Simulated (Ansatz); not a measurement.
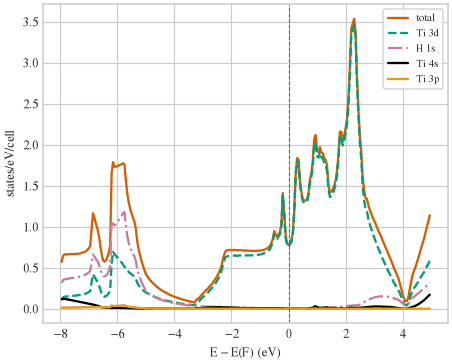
*Total and projected density of states of TiH$_{2}$ in space group I4/mmm (No. 139; H on 4d, Ti on 2a), DFT-r²SCAN in the program Ansatz with PAW potentials*

**Question.** Which orbitals carry the states next to the Fermi level?

**Answer.** Within 0.5 eV of the Fermi level: Ti 3d 98 %. Projections are on Löwdin-orthogonalised atomic valence shells; empty p or d shells of many metals are not among them.

**Question.** Where is the tallest occupied peak in this window, and what makes it?

**Answer.** Near -6.2 eV, about 1.8 states/eV per cell; the largest projected share is H 1s.

The workflow started from an entry of the Crystallography Open Database (COD), which files this formula under 2 space groups. Whether it is the stable phase at ambient conditions was not checked. Symmetry was held in the r²SCAN relaxation; its stability against distortions is not shown here. No spin polarisation was allowed.

Potentials: the later of the program's two PAW sets.
